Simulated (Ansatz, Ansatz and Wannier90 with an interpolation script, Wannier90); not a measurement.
# CsCdCl3 (Pm-3m): quasiparticle bands by Wannier interpolation, part 3 of 3

Wanted: quasiparticle gap and band widths of CsCdCl3 (Pm-3m) over the whole zone.

Ansatz 0.2.0; LDA, Wannier functions and G0W0, plane waves, PAW. Known limits of the many-body steps: not at the basis limit; d shell near the gap, gap tends to lie low; no spin-orbit coupling.

So far. Step 4 (Wannier functions by Wannier90 (Cd:5s Cl:3p) on 8×8×8): Near the gap the model misses directly solved bands by 0.4 meV r.m.s. and by 4 meV at most in the window tested. This tests the starting bands, not the corrections carried with them. Step 5 (G0W0 at every point of the mesh: 4×4×4 mesh, 528 empty …): The gap on the mesh goes from 1.51 eV to 3.41 eV, a correction of +1.90 eV.

The database entry behind the starting cell is an old determination (1928), so it need not match the best structure at ambient conditions.

### 6. Interpolating the corrections

A script adds the corrections, carried to the Wannier functions and back, to the LDA levels, along the path and on a 9×9×9 mesh.

```
G0W0 gap over the zone     : 3.412 eV
valence top at             : R
conduction bottom at       : Γ
starting gap over the zone : 1.511 eV
least direct G0W0 gap      : 4.265 eV
G0W0 gap on the mesh       : 3.412 eV
valence width, start       : 5.168 eV
valence width, G0W0        : 5.171 eV
gap by a rigid shift       : 3.413 eV
```

Levels solved directly plus the interpolated quasiparticle correction. Limits: finite bands, cutoff and mesh; d shell near the gap, gap tends to lie low; no spin-orbit coupling. Quasiparticle bands along the path, in eV, zero at the valence-band top of each set:

| point | band 22 | band 23 | band 24 | band 25 | band 26 |
| --- | --- | --- | --- | --- | --- |
| Γ | -1.29 | -0.85 | -0.85 | -0.85 | 3.41 |
| X | -1.27 | -1.27 | -1.16 | -1.16 | 6.20 |
| M | -1.43 | -1.43 | -0.62 | -0.01 | 8.02 |
| Γ | -1.29 | -0.85 | -0.85 | -0.85 | 3.41 |
| R | -0.60 | -0.60 | 0.00 | 0.00 | 7.63 |
| X | -1.27 | -1.27 | -1.16 | -1.16 | 6.20 |
| jump to R | -0.60 | -0.60 | 0.00 | 0.00 | 7.63 |
| M | -1.43 | -1.43 | -0.62 | -0.01 | 8.02 |

The same for LDA:

| point | band 22 | band 23 | band 24 | band 25 | band 26 |
| --- | --- | --- | --- | --- | --- |
| Γ | -0.92 | -0.59 | -0.59 | -0.59 | 1.51 |
| X | -0.91 | -0.91 | -0.86 | -0.86 | 4.25 |
| M | -1.07 | -1.07 | -0.29 | -0.01 | 6.04 |
| Γ | -0.92 | -0.59 | -0.59 | -0.59 | 1.51 |
| R | -0.27 | -0.27 | 0.00 | 0.00 | 5.65 |
| X | -0.91 | -0.91 | -0.86 | -0.86 | 4.25 |
| R | -0.27 | -0.27 | 0.00 | 0.00 | 5.65 |
| M | -1.07 | -1.07 | -0.29 | -0.01 | 6.04 |

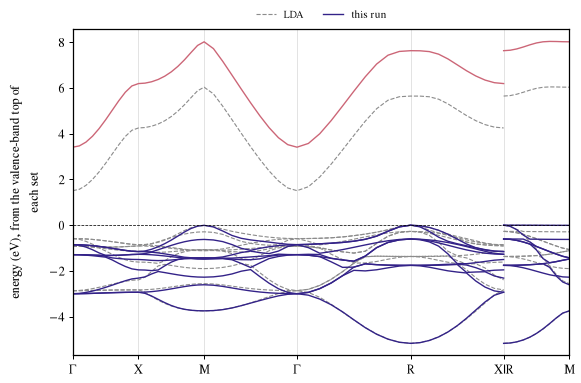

Quasiparticle bands along the path; lines of filled and empty bands in two colours; dashed: LDA.

Minima of the lowest conduction band, from levels solved directly at the displaced points, plus the interpolated correction; masses are left empty at degenerate points, on flat bands and where the interpolated correction rules the curvature; G0W0 masses are rough. Conduction valleys, by row:

| point | k (reciprocal lattice) | valleys in the zone | G0W0 level above the valence top (eV) | LDA level above the valence top (eV) | G0W0 principal masses (m_e) | LDA principal masses (m_e) |
| --- | --- | --- | --- | --- | --- | --- |
| Γ | 0.000 0.000 0.000 | 1 | 3.412 | 1.511 | 0.244 0.244 0.244 | 0.229 0.229 0.229 |

Second differences of levels solved directly at the displaced points, plus the interpolated correction, at the quasiparticle band edges; no spin-orbit coupling; left empty where the band is flat or the interpolated correction rules the curvature. Effective masses, by row:

| carrier | point | Cartesian direction | band | LDA mass (m_e) | G0W0 mass (m_e) |
| --- | --- | --- | --- | --- | --- |
| hole | R | 100 | 24 | 0.277 | 0.278 |
| hole | R | 010 | 24 | 0.277 | 0.278 |
| hole | R | 001 | 24 | 0.277 | 0.278 |
| hole | R | 110 | 25 | 1.092 | 1.1 |
| hole | R | 110 | 24 | 0.368 | 0.37 |
| hole | R | 111 | 25 | 0.551 | 0.554 |
| hole | R | 111 | 24 | 0.551 | 0.554 |
| electron | Γ | 100 | 26 | 0.229 | 0.243 |
| electron | Γ | 010 | 26 | 0.229 | 0.243 |
| electron | Γ | 001 | 26 | 0.229 | 0.243 |
| electron | Γ | 110 | 26 | 0.229 | 0.243 |
| electron | Γ | 111 | 26 | 0.229 | 0.243 |

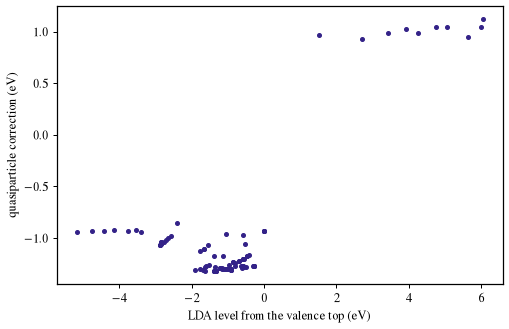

The correction of every computed level, on the run's own energy scale, against its starting energy.

### 7. LDA+SOC bands, for comparison

The many-body steps leave out spin-orbit coupling, so its effect is taken from a two-component run, with twice the bands.

This step: DFT, LDA with spin-orbit coupling, plane waves, PAW.

The input, input.yaml:

```yaml
crystal:
  lattice:
    - [5.2, 0.0, 0.0]
    - [0.0, 5.2, 0.0]
    - [0.0, 0.0, 5.2]
  atoms:
    - { symbol: Cs, position: [0.0, 0.0, 0.0] }
    - { symbol: Cd, position: [0.5, 0.5, 0.5] }
    - { symbol: Cl, position: [0.0, 0.5, 0.5] }
    - { symbol: Cl, position: [0.5, 0.0, 0.5] }
    - { symbol: Cl, position: [0.5, 0.5, 0.0] }
kpoints:
  mp_grid: { grid: [4, 4, 4] }
  band_path:
    path:
      - [[0.0, 0.0, 0.0], [0.0, 0.5, 0.0], [0.5, 0.5, 0.0], [0.0, 0.0, 0.0], [0.5, 0.5, 0.5], [0.0, 0.5, 0.0]]
      - [[0.5, 0.5, 0.5], [0.5, 0.5, 0.0]]
    npoints: 10
hamiltonian:
  xc: lda
scf:
  occupations: { method: fermi_dirac, width: 0.02 }
  n_extra_bands: 10
magnetization:
  noncollinear: true
  spin_orbit: true
output:
  eigenvalues: true
```

On the command line:

```console
ansatz run input.yaml --threads 8 --pin off --max-ram 18432MiB --backend cpu --events-out ev --progress --plain --runs-dir out
```

Numbers of over 12 decimals in the logs are rounded to 6 here.

What it wrote:

```text
[...]
non-collinear run that drives no moment, with spin-orbit: no starting moment large enough to seed its density (crystal.atoms[].spin), no starting occupations that ask for one, no magnetisation constraint and no magnetic field, so the semilocal B_xc is pinned to zero
Crystal: 5 atoms, lattice volume = 140.608 Å³
Basis set: ecut = 420 eV, 2777 PW (Γ)
Bands: 60, of which v1, the nominal top of the filled ones, is band 50 counted from 1 (49 counted from 0)
Symmetry: 48 space group operations + 48 with time reversal
[...]
k-points: 10 of 64
Projection manifold: j_resolved (fully-relativistic pseudo-atomic orbitals)
[...]
SCF iter   1: F=—  HF=-16771.259713 eV  |F-HF|=—  |Δ(HF+E_count)|=         —  Δρ=5.22e-2  dr2=5.08e0  dr2_m=0.00e0 (ungated)  ethr=3.10e-3  |M|=0.00e0 ∫|m|=0.00e0 μB  |m|>n=0.0e0 m-floor=0.0e0 τ_xc=0.0e0  β_m=0.30  ⟨swp⟩=9.6  Hψ=1555  notcnv=0
[...]
spin=Noncollinear: Resta preconditioning applied to the charge; magnetization (m_x, m_y, m_z) channels mix plain (no charge-response kernel on spin).
SCF iter   2: F=—  HF=-16769.934192 eV  |F-HF|=—  |Δ(HF+E_count)|=    1.33e0  Δρ=2.72e-2  dr2=1.78e0  dr2_m=0.00e0 (ungated)  ethr=3.10e-3  |M|=0.00e0 ∫|m|=0.00e0 μB  |m|>n=0.0e0 m-floor=0.0e0 τ_xc=0.0e0  β_m=0.48  ⟨swp⟩=2.9  Hψ=569  notcnv=0  defer=30
[...]
SCF iter   8: F=-16769.152480 eV  HF=-16769.152480 eV  |F-HF|=8.03e-9  |Δ(HF+E_count)|=   1.43e-7  Δρ=4.91e-6  dr2=3.19e-8  dr2_m=0.00e0 (ungated)  ethr=2.00e-10  |M|=0.00e0 ∫|m|=0.00e0 μB  |m|>n=0.0e0 m-floor=0.0e0 τ_xc=0.0e0  ⟨swp⟩=13.2  Hψ=1231  notcnv=0
SCF 1 converged in 8 iterations: F = -16769.152480 eV  dr2 = 3.19e-8
[...]
SCF converged after 8 iterations
Magnetization: |M| = 0.0000 μB,  M = (+0.0000, +0.0000, +0.0000) μB
Absolute magnetization: 0.0000 μB (∫|m|)
  site 0: m = (+0.0000, +0.0000, +0.0000) μB, |m| = 0.0000 μB  (R = 1.52 Å)
  site 1: m = (+0.0000, +0.0000, +0.0000) μB, |m| = 0.0000 μB  (R = 1.07 Å)
  site 2: m = (+0.0000, +0.0000, +0.0000) μB, |m| = 0.0000 μB  (R = 1.07 Å)
  site 3: m = (+0.0000, +0.0000, +0.0000) μB, |m| = 0.0000 μB  (R = 1.07 Å)
  site 4: m = (+0.0000, +0.0000, +0.0000) μB, |m| = 0.0000 μB  (R = 1.07 Å)
Free energy (F): -16769.152480 eV
[...]
Internal energy: -16769.152480 eV  (E = F + TS)
E sigma→0 (E₀):  -16769.152480 eV
Fermi energy:    4.476903 eV
[...]
--- Band table (eV; the first three rows and the last of 10) ---
  k-point 0: bands = [... 46 lower, 3.1775, 3.1775, 3.1775, 3.1775, 5.2089, 5.2089, 9.2610, 9.2610, ... 6 higher]
  k-point 1: bands = [... 46 lower, 2.9636, 2.9636, 3.0747, 3.0747, 6.4047, 6.4047, 9.9292, 9.9292, ... 6 higher]
  k-point 2: bands = [... 46 lower, 2.8530, 2.8530, 2.8768, 2.8768, 7.9516, 7.9516, 10.6191, 10.6191, ... 6 higher]
  k-point 9: bands = [... 46 lower, 3.7038, 3.7038, 3.7038, 3.7038, 9.2024, 9.2024, 9.4043, 9.4043, ... 6 higher]
```

Wall time 16 s (8 threads of Arm Neoverse V1, shared host); peak memory 1.4 GiB; 2 min of CPU time.

Numbers from this step:

```yaml
filled_bands: 50
gap: 1.505 eV
valence_top_at: R
conduction_bottom_at: Γ
least_direct_gap: 2.031 eV
```

The gap stands −0.01 eV against LDA.

Electronic bands along the path, in eV, zero at the top of the highest nominally filled band:

| point | band 47 | band 48 | band 49 | band 50 | band 51 | band 52 | band 53 | band 54 |
| --- | --- | --- | --- | --- | --- | --- | --- | --- |
| Γ | -0.53 | -0.53 | -0.53 | -0.53 | 1.50 | 1.50 | 5.56 | 5.56 |
| X | -0.85 | -0.85 | -0.83 | -0.83 | 4.25 | 4.25 | 6.92 | 6.92 |
| M | -0.30 | -0.30 | -0.01 | -0.01 | 6.03 | 6.03 | 6.88 | 6.88 |
| Γ | -0.53 | -0.53 | -0.53 | -0.53 | 1.50 | 1.50 | 5.56 | 5.56 |
| R | 0.00 | 0.00 | 0.00 | 0.00 | 5.50 | 5.50 | 5.70 | 5.70 |
| X | -0.85 | -0.85 | -0.83 | -0.83 | 4.25 | 4.25 | 6.92 | 6.92 |
| jump to R | 0.00 | 0.00 | 0.00 | 0.00 | 5.50 | 5.50 | 5.70 | 5.70 |
| M | -0.30 | -0.30 | -0.01 | -0.01 | 6.03 | 6.03 | 6.88 | 6.88 |

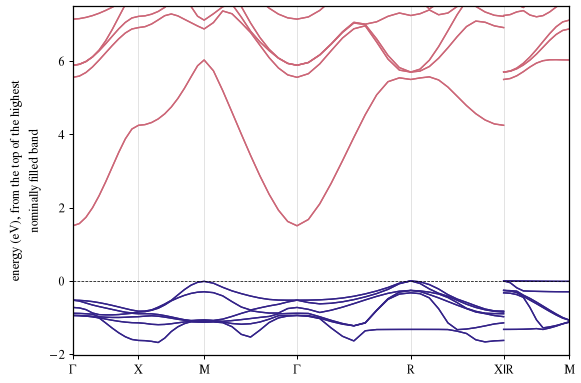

Electronic bands along the path; lines of filled and empty bands in two colours.

### 8. Results

| Quantity | Value |
| --- | --- |
| LDA gap | 1.51 eV |
| G0W0 gap over the zone | 3.41 eV, indirect |
| least direct G0W0 gap, in the model | 4.26 eV |
| with the spin-orbit change | 3.41 eV |
| GW settings | 4×4×4 mesh, 528 empty bands, screening to 140 eV |
| known limits | not at the basis limit; d shell near the gap, gap tends to lie low; no spin-orbit coupling |

What this shows: The Wannier model follows the LDA bands to under 1 meV r.m.s. near the gap. The G0W0 gap over the zone is 3.41 eV, indirect, from R to Γ; on the mesh alone it is 3.41 eV, nearly the same. The valence width in the model goes from 5.17 eV to 5.17 eV. At the band edge the lightest electron mass is 0.23 m_e at the start and 0.24 m_e in G0W0; the G0W0 masses rest on corrections from the 4×4×4 mesh alone and are rough. LDA+SOC gives a gap of 1.51 eV on the same path, a spin-orbit change of −0.01 eV that would bring the G0W0 gap to 3.41 eV. Bands and cutoff are finite, so the gap is not at the basis limit. The miss can reach some tenths of an eV and take either sign; the mesh is an error of its own. Above the frozen window of the model the interpolated levels need not meet the computed ones, even at points of the mesh. This is the ideal cubic cell; many perovskites, halides above all, are cubic only on average, and local tilts or off-centring can widen the gap. A d shell, filled or nearly so, lies near the gap. One-shot GW converges very slowly in bands there, not always from below, and on a semilocal start the gap tends to come out low; starts rich in exact exchange can overshoot instead.

[Paths, hosts, dates, memory and timing lines, banners, echoed tables and standing remarks are left out of the program output.]

[Logs are printed without paths, hosts, clocks, repeated set-up lines and the standing remarks that a program may print on its own settings, such as how far it seeks lower states.]

[Runs of the session that timed out or met a known fault of the program may be left out.]

[Hosts, paths, dates, database ids (printed as entryN), source tags and the programs' standing remarks are cut or masked in the printed files.]
